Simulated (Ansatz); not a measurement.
Given this structure, the input geometry of an electronic-structure calculation (not necessarily at equilibrium), written in its standard cell:

```
CELL_PARAMETERS angstrom
3.49648 0.00000 0.00000
-1.74824 3.02804 0.00000
0.00000 0.00000 5.44954
ATOMIC_POSITIONS crystal
Lu 0.33333 0.66667 0.75000
Lu 0.66667 0.33333 0.25000
```

Predict the [210] zone-axis pattern (100 kV, kinematic, B = 1 Å²).

Answer. The spots form a rectangular net whose two shortest vectors correspond to d = 2.72 Å and 1.75 Å, 90.0° apart. They are 0 0 2 and 1 -2 0. The pattern has symmetry 2mm. A glide plane extinguishes reflections such as 1 -2 -1, 1 -2 1, 1 -2 -3; a screw axis and a glide plane both extinguish reflections such as 0 0 1, 0 0 3, 0 0 5.

Strongest reflections with d > 0.80 Å, one of each family (|F|² from tabulated Gaussian fits of the electron scattering factors, times a small damping for the curvature of the Ewald sphere):

```tsv
hkl	d (Å)	I (strongest = 100)
0 0 2	2.725	100
1 -2 0	1.748	45
1 -2 2	1.471	31
0 0 4	1.362	26
1 -2 4	1.075	13
0 0 6	0.908	7
```

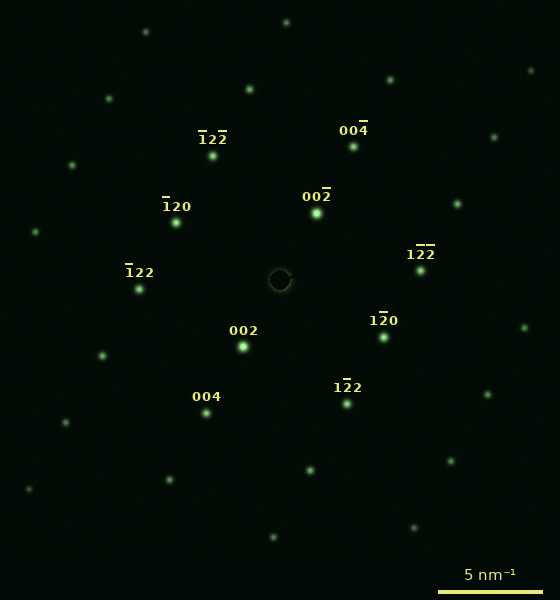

Calculated pattern, seen from the source side with [210] pointing towards the source.
